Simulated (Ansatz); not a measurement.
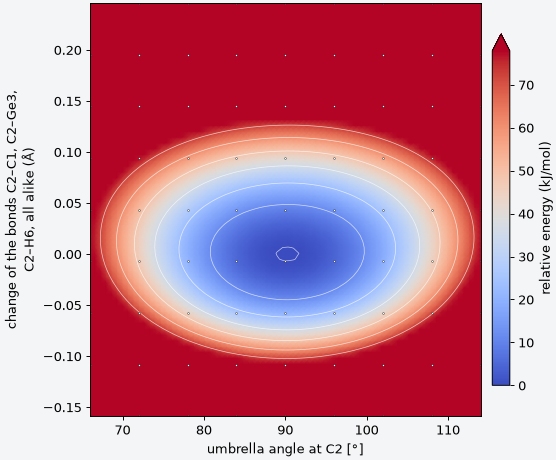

C₂H₅GeO, SMILES [CH]=[CH][GeH2][OH], spin multiplicity 2. Coordinates scanned: (1) umbrella angle at C2 (between each of its bonds and their common axis; 90 is planar); (2) change of the bonds C2–C1, C2–Ge3, C2–H6, all alike. Nothing is relaxed (all other coordinates rigid). Grid: 9 × 9 points. Points are written as (first, second). All energies are given in kJ/mol relative to the lowest grid point. Method: Ansatz 0.2.0, UKS SPW92 (LDA)/def2-TZVP.

Drawn: a smooth colour map with a few white contour lines, dots at the grid points, one colour for all values above the top of the scale. Between grid points the surface is interpolated.

**Estimate the position of the minimum and the force constants in these coordinates.**

The interpolated minimum is at the first coordinate ≈ 90.3°, the second coordinate ≈ 0.000 Å. The curvatures there are about 9.3 eV/rad² and 118 eV/Å², with a cross term of about 0 eV/(rad·Å). Round the minimum the two coordinates are nearly uncoupled. (1 eV is 96.5 kJ/mol.)
